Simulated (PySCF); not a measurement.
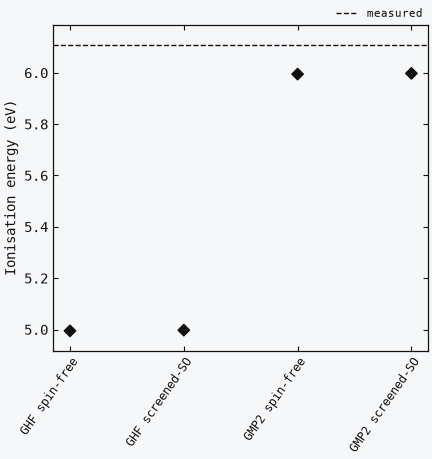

The ionisation energy of an atom or ion with 68 electrons in the configuration [Xe] (4f₅/₂)⁶ (4f₇/₂)⁶ 6s² by several methods. PySCF, x2c-TZVPPall-2c, two-component X2C-1e. 28 core electrons frozen.

**Name the element and charge.**

The Er atom. The values run from 4.99 eV (GHF spin-free) to 6.00 eV (GMP2 screened-SO). The measured value is 6.11 eV; nearest to it come GMP2 screened-SO (−0.11) and GMP2 spin-free (−0.11), furthest GHF spin-free (−1.11 eV).
